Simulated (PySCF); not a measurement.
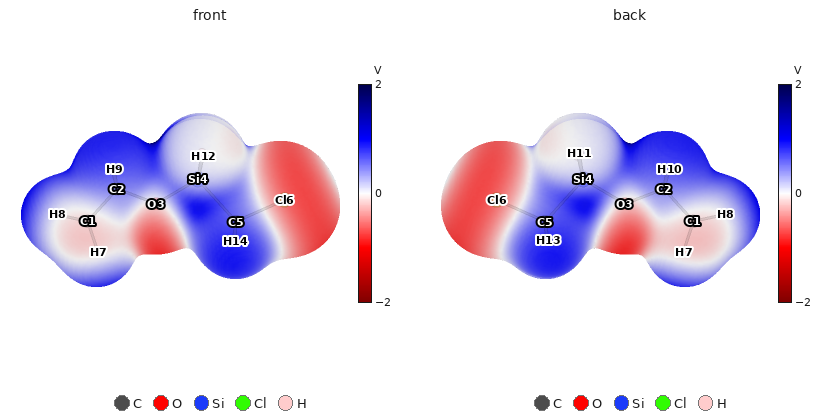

*C3H8ClOSi (SMILES [CH2]CO[SiH2]CCl) (doublet). The molecular electrostatic potential painted on the density surface at 0.002 e/bohr³, seen from the front and from behind; red is negative and blue positive.*

Geometry: GFN2-xTB.

Theory: PySCF, UKS B3LYP, pcH-1 on C Cl H O Si, non-relativistic, mean-field spin-orbit, GIAO.

```xyz
14

C    -2.6956    0.4221    0.0345
C    -1.5510   -0.2627    0.6465
O    -0.3533    0.0864    0.0149
Si    1.1382   -0.4644    0.3001
C     2.1521    0.4898   -0.9929
Cl    3.8569    0.0167   -0.8150
H    -2.5457    1.0454   -0.8219
H    -3.6770    0.2797    0.4377
H    -1.6808   -1.3606    0.6010
H    -1.4778   -0.0252    1.7235
H     1.6009   -0.1471    1.6532
H     1.2478   -1.9071    0.0728
H     2.1130    1.5678   -0.8592
H     1.8715    0.2585   -2.0174
```

Describe the electrostatic potential map.

Answer. The most negative region (about −0.8 V, or −18 kcal/mol for a unit charge) lies over O3, the most positive (about +1.6 V, or +37 kcal/mol for a unit charge) over Si4.
